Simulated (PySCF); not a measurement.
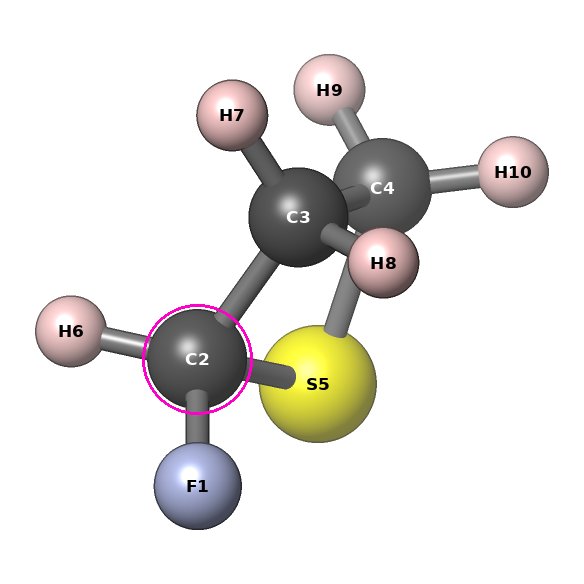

Depth is shown by fading: the farther an atom, the more it takes the colour of the background. Circles mark the stereogenic atoms. Computed geometry: PBE0-D3(BJ)/def2-SVP optimisation. No frequency run is at hand to confirm it as a minimum.

Question: What are the Cahn–Ingold–Prelog descriptors?

Answer: C2: R (priorities S5 > F1 > C3 > H6).

Question: Write the isomeric SMILES.

Answer: F[C@H]1CCS1
